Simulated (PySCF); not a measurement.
# Ne: dipole response in aug-cc-pVQZ-DK

How polarisable is Ne at the levels listed below?

Method: unrestricted determinants in a Gaussian basis, no spin-orbit coupling in the energies. Code: PySCF 2.14.0.

## Step 1: The atom as given

```
Element     : neon (Z = 10)
Basis       : aug-cc-pVQZ-DK
Hamiltonian : the spin-free X2C one-electron Hamiltonian (Gaussian nucleus)
State 1     : Ne: [Ne], closed-shell 1S
Methods     : UHF, PBE, PBE0, wB97M-V, r2SCANh
```

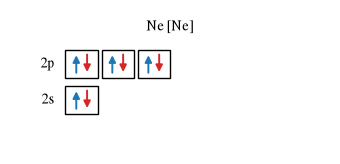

The shells outside the core, filled by Hund's rule for the drawing.

The runs were made by one driver on top of PySCF. The scripts below sum up each run's settings (the driver also hands on starting orbitals that pick excited configurations, and frozen orbitals as a list rather than a count), and the logs come from the driver's own runs. The driver starts from symmetry-adapted Hartree-Fock orbitals, holds the occupation by maximum overlap and uses a logarithmic radial grid for functionals, so a plain start would take other cycles.

The integrals over 80 functions and the set-up took 0.22 s of CPU time.

## Step 2: Ne, method by method

UHF:

The input, input.py:

```python
from pyscf import gto, scf, dft, mp, cc
import basis_set_exchange as bse
mol = gto.M(atom="Ne 0 0 0", charge=0, spin=0, symmetry="D2h",
            basis=gto.basis.parse(bse.get_basis("aug-cc-pVQZ-DK", elements=["Ne"], fmt="nwchem")),
            nucmod="G")
mf = scf.UHF(mol).sfx2c1e()
mf.irrep_nelec = {'Ag': (2, 2), 'B1u': (1, 1), 'B2u': (1, 1), 'B3u': (1, 1)}
mf.kernel()
```

The program printed:

```text
damping factor = 0
level_shift factor = 0
DIIS = <class 'pyscf.scf.diis.CDIIS'>
diis_start_cycle = 1
diis_space = 10
diis_damp = 0
SCF conv_tol = 1e-09
SCF conv_tol_grad = None
number electrons alpha = 5  beta = 5
cycle= 1 E= -128.680956255386  delta_E= -4.85e-10  |g|= 2.62e-05  |ddm|= 6.46e-05
converged SCF energy = -128.680956255386  <S^2> = -2.1316282e-14  2S+1 = 1
```

CPU time 1.3 s on a shared host, the integrals not counted.

The occupied shells:

| shell | electrons | mean orbital energy (eV) | spread (eV) | rms radius (bohr) |
| --- | --- | --- | --- | --- |
| 1s | 2 | -892.91 | 0 | 0.183 |
| 2s | 2 | -52.693 | 0 | 0.982 |
| 2p | 6 | -23.131 | 0 | 1.11 |

⟨S²⟩ = 0.000, ⟨L²⟩ = 0.00.

The driver then solved the coupled dipole response at imaginary frequencies: mean α = 2.332 bohr³, C₆ = 5.478 au for a like pair.

PBE:

input.py differs from the last one in:

```diff
@@ -5,3 +5,3 @@
             nucmod="G")
-mf = scf.UHF(mol).sfx2c1e()
+mf = dft.UKS(mol, xc="PBE").sfx2c1e()
 mf.irrep_nelec = {'Ag': (2, 2), 'B1u': (1, 1), 'B2u': (1, 1), 'B3u': (1, 1)}
```

The program printed:

```text
damping factor = 0
level_shift factor = 0
DIIS = <class 'pyscf.scf.diis.CDIIS'>
diis_start_cycle = 1
diis_space = 10
diis_damp = 0
SCF conv_tol = 1e-09
SCF conv_tol_grad = None
number electrons alpha = 5  beta = 5
XC functionals = PBE
    J. P. Perdew, K. Burke, and M. Ernzerhof.,  Phys. Rev. Lett. 77, 3865 (1996)
    J. P. Perdew, K. Burke, and M. Ernzerhof.,  Phys. Rev. Lett. 78, 1396 (1997)
    J. P. Perdew, K. Burke, and M. Ernzerhof.,  Phys. Rev. Lett. 77, 3865 (1996)
    J. P. Perdew, K. Burke, and M. Ernzerhof.,  Phys. Rev. Lett. 78, 1396 (1997)
cycle= 1 E= -129.001260275907  delta_E= -0.00771  |g|= 0.0588  |ddm|= 0.255
cycle= 2 E= -129.000333141546  delta_E= 0.000927  |g|= 0.0953  |ddm|= 0.111
cycle= 3 E= -129.002271463653  delta_E= -0.00194  |g|= 0.00751  |ddm|= 0.0663
cycle= 4 E= -129.002286013303  delta_E= -1.45e-05  |g|= 9.47e-05  |ddm|= 0.00535
cycle= 5 E= -129.00228601565  delta_E= -2.35e-09  |g|= 1.26e-07  |ddm|= 6.57e-05
cycle= 6 E= -129.00228601565  delta_E= 2.84e-14  |g|= 6.16e-09  |ddm|= 2.88e-07
converged SCF energy = -129.00228601565  <S^2> = -2.3092639e-14  2S+1 = 1
```

It used 0.77 s of CPU time after the integrals (shared host).

The driver then solved the coupled dipole response at imaginary frequencies: mean α = 2.885 bohr³, C₆ = 7.112 au for a like pair.

PBE0:

input.py differs from the last one in:

```diff
@@ -5,3 +5,3 @@
             nucmod="G")
-mf = dft.UKS(mol, xc="PBE").sfx2c1e()
+mf = dft.UKS(mol, xc="PBE0").sfx2c1e()
 mf.irrep_nelec = {'Ag': (2, 2), 'B1u': (1, 1), 'B2u': (1, 1), 'B3u': (1, 1)}
```

The program printed:

```text
damping factor = 0
level_shift factor = 0
DIIS = <class 'pyscf.scf.diis.CDIIS'>
diis_start_cycle = 1
diis_space = 10
diis_damp = 0
SCF conv_tol = 1e-09
SCF conv_tol_grad = None
number electrons alpha = 5  beta = 5
XC functionals = PBE0
    C. Adamo and V. Barone.,  J. Chem. Phys. 110, 6158 (1999)
    M. Ernzerhof and G. E. Scuseria.,  J. Chem. Phys. 110, 5029 (1999)
cycle= 1 E= -129.007090703796  delta_E= -0.00396  |g|= 0.0225  |ddm|= 0.178
cycle= 2 E= -129.007073810889  delta_E= 1.69e-05  |g|= 0.0267  |ddm|= 0.0353
cycle= 3 E= -129.007218372995  delta_E= -0.000145  |g|= 0.00114  |ddm|= 0.0193
cycle= 4 E= -129.007218676343  delta_E= -3.03e-07  |g|= 7.65e-06  |ddm|= 0.000809
cycle= 5 E= -129.007218676388  delta_E= -4.48e-11  |g|= 9.83e-07  |ddm|= 1.84e-05
converged SCF energy = -129.007218676388  <S^2> = -1.9539925e-14  2S+1 = 1
```

CPU time 1.8 s on a shared host, the integrals not counted.

The driver then solved the coupled dipole response at imaginary frequencies: mean α = 2.690 bohr³, C₆ = 6.529 au for a like pair.

wB97M-V:

input.py differs from the last one in:

```diff
@@ -5,3 +5,3 @@
             nucmod="G")
-mf = dft.UKS(mol, xc="PBE0").sfx2c1e()
+mf = dft.UKS(mol, xc="WB97M_V").sfx2c1e()
 mf.irrep_nelec = {'Ag': (2, 2), 'B1u': (1, 1), 'B2u': (1, 1), 'B3u': (1, 1)}
```

The program printed:

```text
damping factor = 0
level_shift factor = 0
DIIS = <class 'pyscf.scf.diis.CDIIS'>
diis_start_cycle = 1
diis_space = 10
diis_damp = 0
SCF conv_tol = 1e-09
SCF conv_tol_grad = None
number electrons alpha = 5  beta = 5
XC functionals = WB97M_V
    N. Mardirossian and M. Head-Gordon.,  J. Chem. Phys. 144, 214110 (2016)
NLC functional = WB97M_V
cycle= 1 E= -129.083182371448  delta_E= -0.00414  |g|= 0.0273  |ddm|= 0.146
cycle= 2 E= -129.083245440551  delta_E= -6.31e-05  |g|= 0.021  |ddm|= 0.0356
cycle= 3 E= -129.083329950782  delta_E= -8.45e-05  |g|= 0.00169  |ddm|= 0.0169
cycle= 4 E= -129.083330657947  delta_E= -7.07e-07  |g|= 0.000174  |ddm|= 0.00165
cycle= 5 E= -129.083330670031  delta_E= -1.21e-08  |g|= 9.89e-06  |ddm|= 0.000276
cycle= 6 E= -129.083330670063  delta_E= -3.21e-11  |g|= 1.96e-07  |ddm|= 1.28e-05
converged SCF energy = -129.083330670063  <S^2> = -2.3092639e-14  2S+1 = 1
```

It used 4.4 s of CPU time after the integrals (shared host).

The driver then solved the coupled dipole response at imaginary frequencies: mean α = 2.772 bohr³, C₆ = 6.752 au for a like pair.

r2SCANh:

input.py differs from the last one in:

```diff
@@ -5,3 +5,3 @@
             nucmod="G")
-mf = dft.UKS(mol, xc="WB97M_V").sfx2c1e()
+mf = dft.UKS(mol, xc="HYB_MGGA_XC_R2SCANH").sfx2c1e()
 mf.irrep_nelec = {'Ag': (2, 2), 'B1u': (1, 1), 'B2u': (1, 1), 'B3u': (1, 1)}
```

The program printed:

```text
damping factor = 0
level_shift factor = 0
DIIS = <class 'pyscf.scf.diis.CDIIS'>
diis_start_cycle = 1
diis_space = 10
diis_damp = 0
SCF conv_tol = 1e-09
SCF conv_tol_grad = None
number electrons alpha = 5  beta = 5
XC functionals = HYB_MGGA_XC_R2SCANH
    M. Bursch, H. Neugebauer, S. Ehlert, and S. Grimme.,  J. Chem. Phys. 156, 134105 (2022)
cycle= 1 E= -129.064877890594  delta_E= -0.00332  |g|= 0.0114  |ddm|= 0.169
cycle= 2 E= -129.064875760583  delta_E= 2.13e-06  |g|= 0.0112  |ddm|= 0.0134
cycle= 3 E= -129.064901279623  delta_E= -2.55e-05  |g|= 0.000958  |ddm|= 0.00911
cycle= 4 E= -129.064901415737  delta_E= -1.36e-07  |g|= 1.26e-05  |ddm|= 0.000687
cycle= 5 E= -129.064901415768  delta_E= -3.12e-11  |g|= 5.8e-07  |ddm|= 8.01e-06
converged SCF energy = -129.064901415768  <S^2> = -2.3092639e-14  2S+1 = 1
```

It used 3 s of CPU time after the integrals (shared host).

The driver then solved the coupled dipole response at imaginary frequencies: mean α = 2.680 bohr³, C₆ = 6.622 au for a like pair.

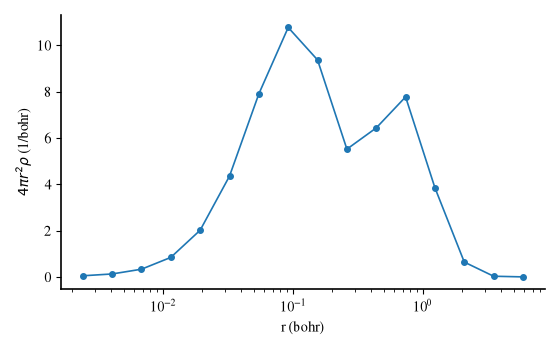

Radial density 4πr²ρ of Ne at UHF, at 16 stored radii joined by straight lines.

## Step 3: Polarisabilities and C₆

Ne, in atomic units:

| method | mean α | C₆ (like pair) | S(−4) |
| --- | --- | --- | --- |
| UHF | 2.332 | 5.478 | 1.877 |
| PBE | 2.885 | 7.112 | 3.513 |
| PBE0 | 2.690 | 6.529 | 2.848 |
| wB97M-V | 2.772 | 6.752 | 3.157 |
| r2SCANh | 2.680 | 6.622 | 2.708 |

Reference α: 2.661 bohr³ (recommended; Schwerdtfeger and Nagle, table of static dipole polarizabilities (2023 update)). Published C₆: 6.200 (Chu and Dalgarno (2004); Tang, Norbeck and Certain (1976)).

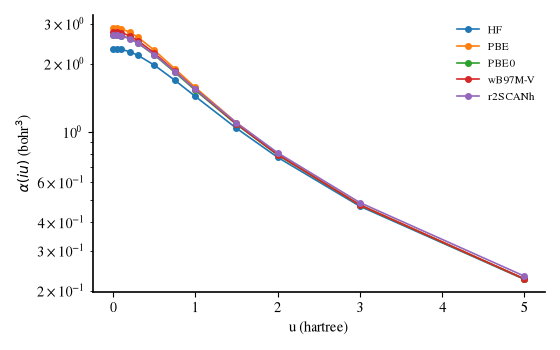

α(iu) of Ne, the polarisability at imaginary frequency, on a logarithmic scale.

## Step 4: Results

```
quantity                                              value
 α of Ne  2.332 (UHF) to 2.885 (PBE) bohr³; reference 2.661
```

In words: For Ne r2SCANh is nearest the reference (+1 %). All values hold for this basis alone; no basis-set limit was taken.
